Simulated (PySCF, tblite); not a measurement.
**C6H7FN2Si: geometry, infrared bands and NMR shifts**

What infrared bands and NMR shifts should C6H7FN2Si (`C[SiH2]/C(C#N)=C(\C#N)CF`) show?

The runs use tblite 0.8.0 and PySCF 2.14.0, with density-fitted response routines of our own; the level of theory stands in each step. All values are computed, except where a source is named. Atoms are numbered from 0 throughout.

### Step 1. The starting structure

17 atoms, charge 0, multiplicity 1; geometry from: force field or distance geometry start.

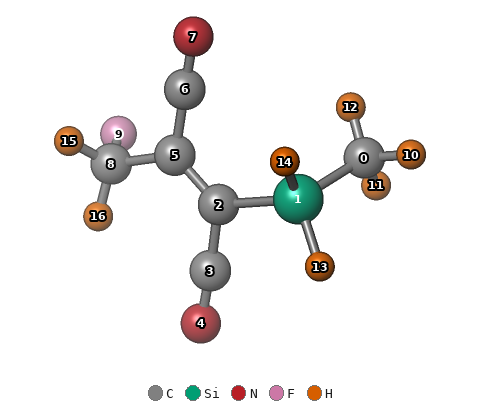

The starting geometry (carbon grey, silicon teal, nitrogen red, fluorine pink, hydrogen orange), atoms numbered.

### Step 2. Optimising the geometry with GFN2-xTB

What the job is given:

```
{"job": {"kind": "relax", "xc": "GFN2-xTB", "basis": "xTB"}, "charge": 0, "multiplicity": 1}
C     -2.566400    -0.071200    -0.558200
Si    -1.470000     0.367800     0.847600
C      0.310600     0.523100     0.321600
C      0.661600     1.906200     0.194500
N      0.996600     3.002100     0.111500
C      1.168600    -0.471500     0.038300
C      0.789400    -1.840900     0.143400
N      0.465500    -2.945700     0.255500
C      2.603900    -0.254200    -0.395000
F      2.718900    -0.536600    -1.716600
H     -3.615900    -0.168600    -0.226600
H     -2.549600     0.699900    -1.331400
H     -2.287500    -1.015500    -1.008100
H     -1.920500     1.623200     1.485700
H     -1.543400    -0.676400     1.904700
H      3.279500    -0.905800     0.166700
H      2.951700     0.776300    -0.243500
```

Started as:

```bash
> OMP_NUM_THREADS=1 python probes_run.py task.json out
```

This one command runs all jobs of the session in turn.

The log of the run:

```text
step      E/eV     max force
  0    -778.29525    2.075
  1    -778.36818    3.385
  2    -778.37928    2.289
  3    -778.43851    0.537
  4    -778.45260    0.521
  5    -778.46062    1.146
  6    -778.46942    0.579
  7    -778.47278    0.168
  8    -778.47406    0.112
  9    -778.47670    0.303
 10    -778.47829    0.248
 11    -778.47964    0.075
 12    -778.48046    0.070
 13    -778.48127    0.137
 14    -778.48202    0.134
 15    -778.48274    0.065
 16    -778.48329    0.056
 17    -778.48375    0.068
 18    -778.48415    0.075
 19    -778.48455    0.051
 20    -778.48497    0.057
 21    -778.48544    0.083
 22    -778.48595    0.079
 23    -778.48651    0.053
 24    -778.48708    0.061
 25    -778.48768    0.068
 26    -778.48829    0.082
 27    -778.48883    0.060
 28    -778.48927    0.044
 29    -778.48962    0.042
 30    -778.48992    0.049
 31    -778.49018    0.042
 32    -778.49042    0.042
 33    -778.49066    0.035
 34    -778.49091    0.043
 35    -778.49113    0.033
 36    -778.49128    0.027
 37    -778.49140    0.027
 38    -778.49154    0.039
 39    -778.49171    0.041
 40    -778.49191    0.037
 41    -778.49215    0.046
 42    -778.49245    0.046
 43    -778.49279    0.058
 44    -778.49312    0.055
 45    -778.49335    0.040
 46    -778.49354    0.039
 47    -778.49375    0.046
 48    -778.49401    0.044
 49    -778.49424    0.036
 50    -778.49440    0.036
 51    -778.49453    0.037
 52    -778.49470    0.046
 53    -778.49493    0.044
 54    -778.49514    0.034
 55    -778.49531    0.039
 56    -778.49547    0.037
 57    -778.49565    0.048
 58    -778.49582    0.039
 59    -778.49594    0.028
 60    -778.49602    0.027
 61    -778.49610    0.028
 62    -778.49622    0.036
 63    -778.49637    0.030
 64    -778.49652    0.026
 65    -778.49667    0.033
 66    -778.49684    0.037
 67    -778.49704    0.044
 68    -778.49721    0.043
 69    -778.49735    0.024
 70    -778.49747    0.029
 71    -778.49762    0.028
 72    -778.49772    0.025
 73    -778.49780    0.013
 74    -778.49784    0.016
 75    -778.49787    0.014
 76    -778.49792    0.018
 77    -778.49800    0.025
 78    -778.49809    0.030
 79    -778.49821    0.028
 80    -778.49832    0.028
 81    -778.49843    0.026
 82    -778.49855    0.028
 83    -778.49868    0.032
 84    -778.49882    0.034
 85    -778.49888    0.024
 86    -778.49896    0.020
 87    -778.49899    0.016
 88    -778.49907    0.023
 89    -778.49913    0.023
 90    -778.49925    0.027
 91    -778.49935    0.026
 92    -778.49946    0.023
 93    -778.49956    0.024
 94    -778.49968    0.026
 95    -778.49982    0.037
 96    -778.49999    0.042
 97    -778.50015    0.032
 98    -778.50025    0.020
 99    -778.50030    0.026
100    -778.50034    0.024
101    -778.50040    0.021
102    -778.50060    0.018
103    -778.50066    0.019
104    -778.50073    0.018
105    -778.50077    0.020
106    -778.50081    0.053
107    -778.50087    0.040
108    -778.50091    0.032
109    -778.50096    0.023
110    -778.50100    0.024
111    -778.50110    0.038
112    -778.50127    0.042
113    -778.50139    0.028
114    -778.50144    0.027
115    -778.50147    0.015
116    -778.50148    0.008
```

It took 1.6 s on 1 thread of Arm Neoverse N1, shared host; peak memory 0.18 GiB.

The steps of the relaxation: (not every step is listed)

```
step  energy from step 0 (eV)  largest force (eV/Å)
   0                   0.0000                2.0746
   1                  -0.0729                3.3855
   2                  -0.0840                2.2885
   3                  -0.1433                0.5366
   4                  -0.1573                0.5206
   5                  -0.1654                1.1461
   6                  -0.1742                0.5793
   7                  -0.1775                0.1677
   8                  -0.1788                0.1121
  18                  -0.1889                0.0747
  28                  -0.1940                0.0441
  38                  -0.1963                0.0395
  48                  -0.1988                0.0441
  58                  -0.2006                0.0388
  68                  -0.2020                0.0429
  78                  -0.2028                0.0302
  88                  -0.2038                0.0227
  98                  -0.2050                0.0200
 108                  -0.2057                0.0324
 111                  -0.2058                0.0376
 112                  -0.2060                0.0415
 113                  -0.2061                0.0277
 114                  -0.2062                0.0269
 115                  -0.2062                0.0154
 116                  -0.2062                0.0081
```

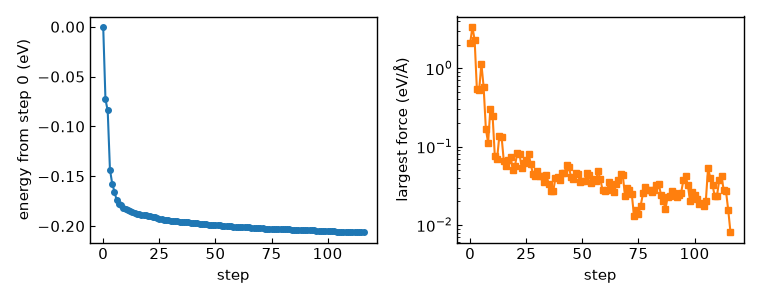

Energy and largest force along the relaxation.

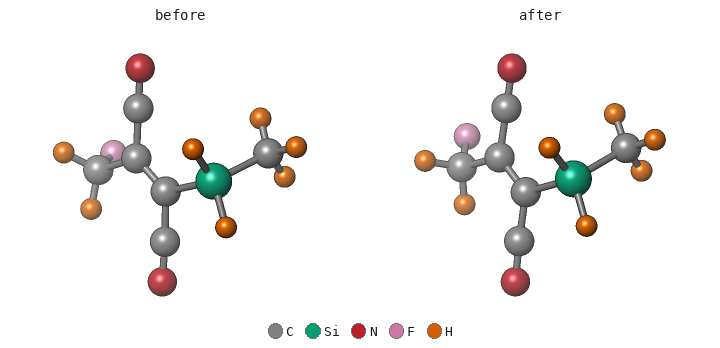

The geometry before (left) and after (right).

Distances of close pairs at the start and the end, largest changes first:

```
   bond  before (Å)  after (Å)  change (Å)
 C0–Si1       1.836      1.894      +0.058
 Si1–C2       1.863      1.919      +0.055
  C2–C3       1.433      1.401      -0.031
Si1–H14       1.488      1.464      -0.024
 C0–H10       1.105      1.086      -0.019
Si1–H13       1.479      1.463      -0.015
  C8–F9       1.356      1.371      +0.014
  C5–C6       1.425      1.412      -0.013
```

The final coordinates are the input of the step that follows.

### Step 3. Harmonic vibrations with GFN2-xTB

What the job is given:

```
{"job": {"kind": "ir", "xc": "GFN2-xTB", "basis": "xTB"}, "charge": 0, "multiplicity": 1}
C     -2.497686    -0.152674    -0.568823
Si    -1.501908     0.364551     0.956706
C      0.309886     0.607212     0.374286
C      0.781863     1.926373     0.348715
N      1.114085     3.025852     0.346727
C      1.111767    -0.409044    -0.002193
C      0.627067    -1.735124     0.027706
N      0.232815    -2.811371     0.056714
C      2.540840    -0.239345    -0.450388
F      2.786694    -0.963473    -1.587977
H     -3.543261    -0.295679    -0.313654
H     -2.449681     0.597979    -1.354332
H     -2.127059    -1.088776    -0.979246
H     -1.925676     1.656300     1.497826
H     -1.460596    -0.666947     1.994166
H      3.231556    -0.613743     0.318042
H      2.762296     0.809939    -0.674182
```

The log of the run:

```text
mode    cm-1     km/mol
  1      31.2      2.55
  2      38.3      0.37
  3      68.2      8.98
  4      99.4     10.57
  5     114.9      7.47
  6     123.8      3.61
  7     134.9      1.46
  8     163.6      1.86
  9     205.5      6.10
 10     273.7      0.64
 11     312.9      6.11
 12     364.3     14.88
 13     445.9     34.00
 14     475.3     15.23
 15     530.7      1.10
 16     544.6      8.51
 17     558.2     11.82
 18     576.1     10.83
 19     668.4     13.08
 20     681.4    149.91
 21     761.4     50.92
 22     772.6    215.87
 23     826.9     66.70
 24     837.3    169.76
 25     865.6     58.83
 26     962.1      9.03
 27    1048.0     91.59
 28    1116.4     50.23
 29    1192.0      6.52
 30    1225.6      0.41
 31    1304.1     10.32
 32    1364.6     14.57
 33    1423.4      2.17
 34    1464.7      0.71
 35    1471.2      2.26
 36    1599.8     18.35
 37    2272.6    302.71
 38    2282.0    174.26
 39    2338.8     84.85
 40    2364.0    218.96
 41    2907.2     14.12
 42    2953.8     12.50
 43    3026.2     12.54
 44    3032.8     12.13
 45    3048.7     13.62
```

Run time: 1.2 s. Hardware: 1 thread of Arm Neoverse N1, shared host; peak memory 0.18 GiB.

The strongest bands and the atoms that carry them (share of the mass-weighted mode):

```
cm⁻¹  km/mol                                  atoms
 681   149.9                     H13 37 %, H14 36 %
 773   215.9  H14 30 %, H13 30 %, Si1 20 %, C0 13 %
 837   169.8            H10 36 %, C0 14 %, H12 13 %
1048    91.6                       C8 53 %, F9 34 %
2273   302.7                     H14 81 %, H13 15 %
2282   174.3                     H13 82 %, H14 16 %
2339    84.8                       C3 53 %, N4 35 %
2364   219.0                       C6 53 %, N7 34 %
```

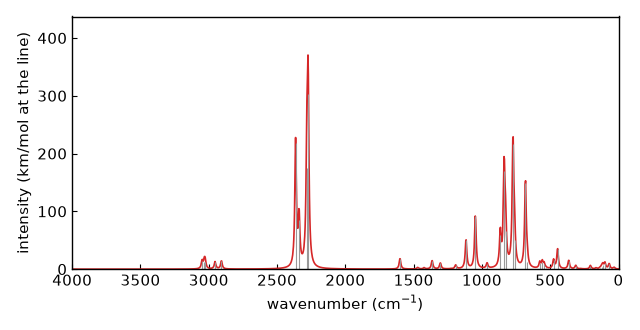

The infrared spectrum from these modes, unscaled. Lines are broadened to a width of 14 cm⁻¹ (Lorentzian).

### Step 4. Shielding tensors: PBE0/pcSseg-1

Same as in step 3 but for these lines:

```diff
@@ -1,2 +1,2 @@
-{"job": {"kind": "ir", "xc": "GFN2-xTB", "basis": "xTB"}, "charge": 0, "multiplicity": 1}
+{"job": {"kind": "nmr", "xc": "PBE0", "basis": "pcSseg-1"}, "charge": 0, "multiplicity": 1}
 C     -2.497686    -0.152674    -0.568823
```

Level: GIAO PBE0/pcSseg-1 NMR shielding, non-relativistic, gas phase.

The log of the run:

```text
coarse grid: 15696 points
cycle   1  E = -730.7669555963  dE =  1.347e+00  |g| = 7.444e-01  |ddm| = 4.069e+00
cycle   2  E = -730.3502664019  dE =  4.167e-01  |g| = 1.574e+00  |ddm| = 2.174e+00
cycle   3  E = -730.8768198180  dE = -5.266e-01  |g| = 2.382e-01  |ddm| = 1.610e+00
cycle   4  E = -730.8878345035  dE = -1.101e-02  |g| = 7.849e-02  |ddm| = 2.268e-01
cycle   5  E = -730.8889789347  dE = -1.144e-03  |g| = 2.178e-02  |ddm| = 7.646e-02
cycle   6  E = -730.8890761515  dE = -9.722e-05  |g| = 6.460e-03  |ddm| = 2.495e-02
cycle   7  E = -730.8890858368  dE = -9.685e-06  |g| = 2.252e-03  |ddm| = 7.916e-03
final grid: 150368 points
cycle   8  E = -730.9523499040  dE = -3.698e-05  |g| = 7.490e-03  |ddm| = 3.566e-02
cycle   9  E = -730.9523348357  dE =  1.507e-05  |g| = 1.105e-02  |ddm| = 1.542e-02
cycle  10  E = -730.9523620591  dE = -2.722e-05  |g| = 2.340e-03  |ddm| = 9.935e-03
cycle  11  E = -730.9523632459  dE = -1.187e-06  |g| = 6.182e-04  |ddm| = 2.108e-03
cycle  12  E = -730.9523633155  dE = -6.964e-08  |g| = 2.125e-04  |ddm| = 6.243e-04
cycle  13  E = -730.9523633248  dE = -9.264e-09  |g| = 7.477e-05  |ddm| = 2.277e-04
cycle  14  E = -730.9523633261  dE = -1.281e-09  |g| = 2.148e-05  |ddm| = 7.475e-05
cycle  15  E = -730.9523633262  dE = -6.730e-11  |g| = 1.166e-05  |ddm| = 2.663e-05
converged SCF energy = -730.9523633262

GIAO shielding tensors (ppm)
atom      isotropic    diamagn.    paramagn.     s11        s22        s33       span
  0 C      193.716     254.266     -60.549    186.393    193.794    200.962     14.568
  1 Si     385.586     881.856    -496.269    355.285    391.133    410.341     55.057
  2 C       48.785     261.660    -212.875    -76.561     51.980    170.937    247.498
  3 C       65.830     260.311    -194.481    -53.783    -47.336    298.609    352.392
  4 N      -91.131     340.974    -432.106   -220.630   -199.474    146.710    367.340
  5 C       39.311     259.708    -220.397    -92.805     64.518    146.219    239.024
  6 C       65.509     262.816    -197.307    -49.618    -44.713    290.857    340.475
  7 N      -79.820     341.185    -421.005   -224.027   -213.326    197.893    421.920
  8 C      100.275     235.539    -135.264     75.118     83.147    142.560     67.442
  9 F      414.392     468.160     -53.768    384.344    392.577    466.255     81.911
 10 H       31.383      28.180       3.203     26.845     27.463     39.842     12.997
 11 H       31.206      31.300      -0.094     26.796     28.684     38.137     11.341
 12 H       30.642      32.961      -2.319     25.050     29.562     37.315     12.265
 13 H       27.175      29.151      -1.975     23.607     25.841     32.079      8.472
 14 H       26.892      29.990      -3.098     23.664     25.632     31.381      7.717
 15 H       26.384      25.092       1.292     22.957     26.614     29.580      6.623
 16 H       25.746      27.397      -1.651     21.358     25.853     30.025      8.667
```

It took 92 s on 1 thread of Arm Neoverse N1, shared host; peak memory 0.95 GiB.

The references, computed at this level on geometries of the same kind, shield at (ppm): 1H TMS 31.72, 13C TMS 186.9, 29Si TMS 349.2, 19F CFCl3 170.9, 15N NH3 267.7. Their shielding less the atom's gives the shift. The references are single molecules in the gas phase, so shifts against H2O, NH3, PH3, H3PO4 or CFCl3 are not on the usual liquid scales and can be off by tens of ppm. Atoms listed in one row are averaged.

```
        atoms                                 environment  σ (ppm)  δ (ppm)  δ scaled to CDCl3
           C5             fully substituted alkene carbon     39.3    147.6              142.2
           C2             fully substituted alkene carbon     48.8    138.1              132.9
           C6                              nitrile carbon     65.5    121.4              116.6
           C3                              nitrile carbon     65.8    121.1              116.3
           C8                 allylic sp3 CH2 bonded to F    100.3     86.6               82.7
           C0                  methyl carbon bonded to Si    193.7     -6.8               -8.5
     H15, H16  hydrogen on an allylic sp3 CH2 bonded to F    26.06     5.65               5.43
     H13, H14         hydrogen on a silicon bonded to 2 C    27.03     4.68                  –
H10, H11, H12    hydrogen on a methyl carbon bonded to Si    31.08     0.64               0.71
          Si1                  silicon bonded to 2 C, 2 H    385.6    -36.4                  –
           N4                            nitrile nitrogen    -91.1    358.9                  –
           N7                            nitrile nitrogen    -79.8    347.5                  –
           F9                   fluorine on an sp3 carbon    414.4   -243.4                  –
```

The scaled column applies a straight-line fit of computed shieldings to shifts measured in CDCl3, and one for carbons that bear F (root-mean-square error 0.16 ppm for H, 1.9 ppm for C).

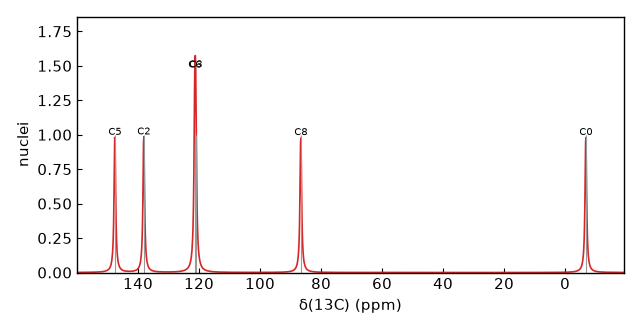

13C lines at the computed shifts, without couplings. Lines are broadened to a width of 0.62 ppm (Lorentzian).

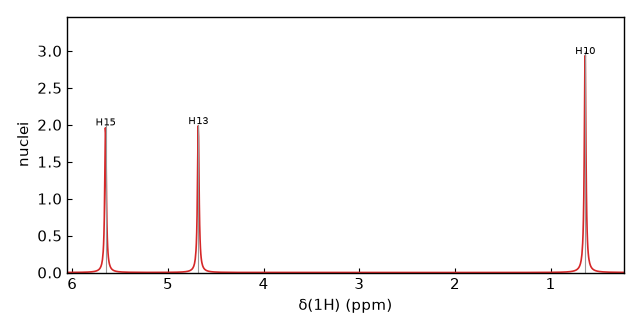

1H lines at the computed shifts, without couplings. Lines are broadened to a width of 0.02 ppm (Lorentzian).

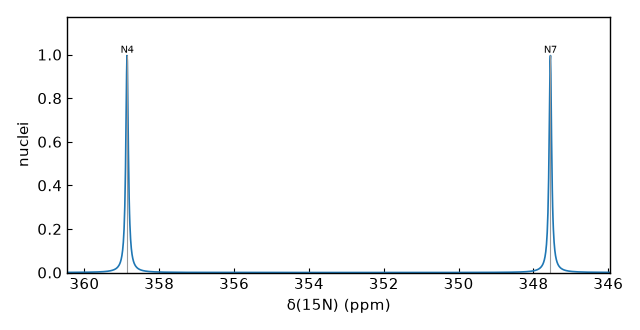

15N lines at the computed shifts, without couplings. Lines are broadened to a width of 0.08 ppm (Lorentzian).

The run also stored atomic charges by several schemes (e):

```
atoms  Mulliken    IAO  Hirshfeld  ESP fit
   C0     -0.63  -0.71      -0.20    -0.54
  Si1      0.76   0.78       0.37     0.68
   C2     -0.32  -0.27      -0.05    -0.49
   C3      0.09   0.13       0.08     0.55
   N4     -0.22  -0.22      -0.20    -0.48
   C5     -0.26   0.00       0.03     0.03
   C6      0.13   0.13       0.09     0.43
   N7     -0.22  -0.20      -0.18    -0.43
   C8      0.34   0.04       0.04     0.06
   F9     -0.32  -0.31      -0.11    -0.21
```

Mulliken charges:

C0 -0.63; Si1 0.76; C2 -0.32; C3 0.09; N4 -0.22; C5 -0.26; C6 0.13; N7 -0.22; C8 0.34; F9 -0.32; H10 0.15; H11 0.15; H12 0.17; H13 -0.06; H14 -0.04; H15 0.14; H16 0.14

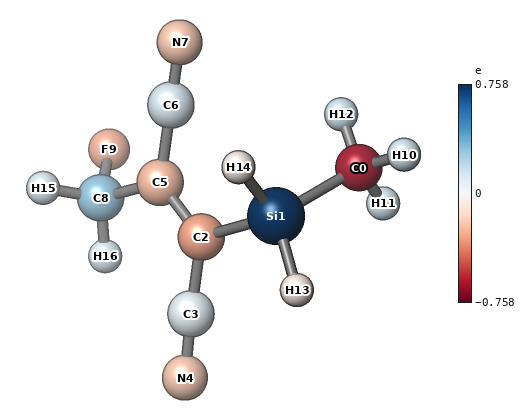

Mulliken charges, as colours on the atoms.

Mayer bond orders: C0–Si1 0.98, Si1–C2 0.75, C2–C3 1.08, C3–N4 2.96, C2–C5 1.70, C5–C6 1.05, C6–N7 2.96, C5–C8 1.03, C8–F9 0.92.

The fields below are evaluated on a grid from the run's orbitals.

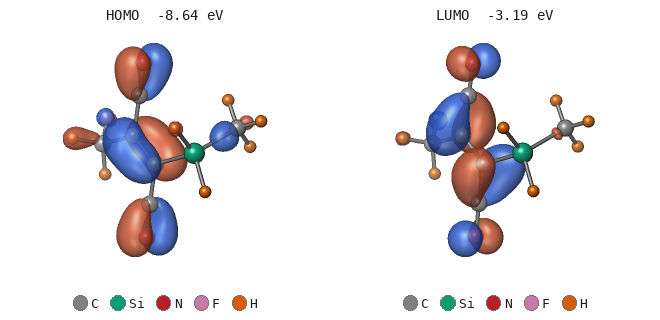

Frontier orbitals at PBE0/pcSseg-1; each surface holds 70 % of the orbital's density, blue and red mark the sign.

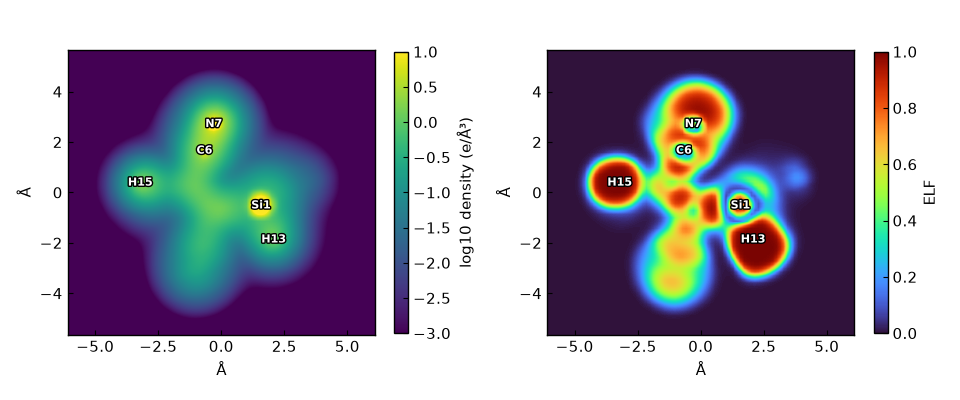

Density (left) and ELF (right) in a plane through or near 5 of the atoms.

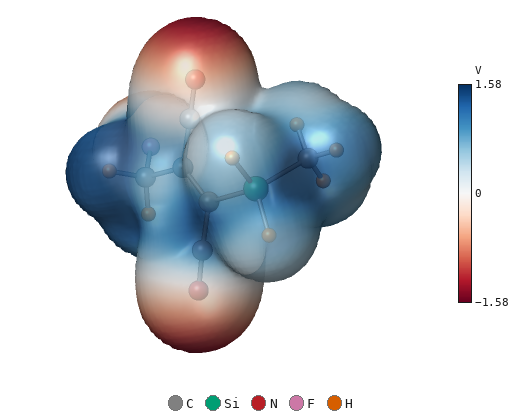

The potential that a unit positive charge feels on the 0.002 e/bohr³ surface, from -1.37 V near N4 to 1.58 V near H15.

### Step 5. Summary of results

```
                                                              quantity                                       value
                             strongest single infrared mode (GFN2-xTB)                       2273 cm⁻¹, 303 km/mol
                                          zero-point energy (GFN2-xTB)                               69.9 kcal/mol
                                13C shifts against TMS (PBE0/pcSseg-1)  147.6, 138.1, 121.4, 121.1, 86.6, -6.8 ppm
1H shifts against TMS (PBE0/pcSseg-1, means over atoms taken as alike)                        5.65, 4.68, 0.64 ppm
                               29Si shifts against TMS (PBE0/pcSseg-1)                                   -36.4 ppm
                                15N shifts against NH3 (PBE0/pcSseg-1)                            358.9, 347.5 ppm
                              19F shifts against CFCl3 (PBE0/pcSseg-1)                                  -243.4 ppm
                                 surface potential, least and greatest                          -1.37 V and 1.58 V
```

Relaxing lowered the energy by 0.206 eV in 116 steps; the close pair that moved most is C0–Si1, from 1.836 to 1.894 Å. All 45 modes are real, so the xTB geometry is a minimum. The strongest single mode, at 2273 cm⁻¹, moves mainly H14. GFN2-xTB is a fitted tight-binding method: band positions and strengths are rough. Its intensities can rank the bands wrongly. H15, H16 (mean) (hydrogen on an allylic sp3 CH2 bonded to F) lies farthest downfield among hydrogen, at 5.65 ppm; its carbon carries F, which withdraws density. At PBE0/pcSseg-1: The largest span, 422 ppm, is at N7, where the paramagnetic term is -421 ppm. At PBE0/pcSseg-1, counted by nearest atom on the grid, the HOMO lies on C2, C5 about 22 % each; N4, N7 about 17 % each, the LUMO on C2, C5 about 25 % each; N4, N7 about 13 % each.
